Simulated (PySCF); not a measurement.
```xyz
21

C     3.1174   -0.6096   -0.7174
C     2.4919    0.2249    0.0936
C     1.2645    0.9830   -0.2637
P    -0.1781    0.4588    0.8221
C    -1.4647    1.3182   -0.1480
C    -2.2708    2.2241    0.3788
C    -0.4251   -1.2366    0.0876
C    -1.7119   -1.8713    0.5965
H     4.0006   -1.1448   -0.4138
H     2.7761   -0.7870   -1.7247
H     2.8568    0.3840    1.1002
H     1.4096    2.0503   -0.0695
H     1.0052    0.8453   -1.3171
H    -1.5421    1.0476   -1.1973
H    -3.0270    2.7318   -0.2005
H    -2.2040    2.4955    1.4196
H     0.4355   -1.8448    0.3794
H    -0.4359   -1.1664   -1.0050
H    -2.5735   -1.2662    0.3177
H    -1.6934   -1.9508    1.6817
H    -1.8398   -2.8690    0.1795
```

Geometry: GFN2-xTB.

All numbers below come from PBE0/pcSseg-1, SCF density, gas phase, non-relativistic (PySCF).

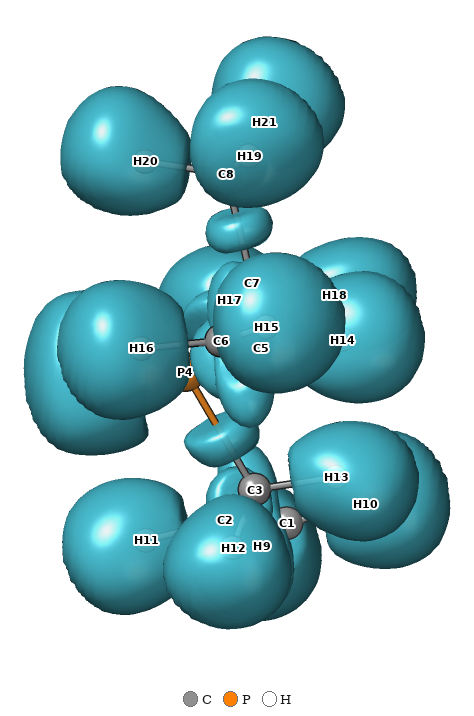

C7H13P. Isosurface of the electron localisation function at 0.8 (cyan), seen at an oblique angle. Core shells and regions of very low density are left out.

What do the ELF domains correspond to?

Answer. The ELF exceeds this value in four regions between bonded C–C atoms (shared pairs), three regions between bonded C–P atoms (shared pairs), 13 regions around hydrogen nuclei and one lobe on P, pointing away from the bonds (lone pairs). Along the contacts the grid gives the following. C–C (1.32 Å): the ELF peaks at about 0.90 between the atoms: a multiple bond. C–P (1.83 Å): the ELF peaks at about 0.95 between the atoms (a shared electron pair).
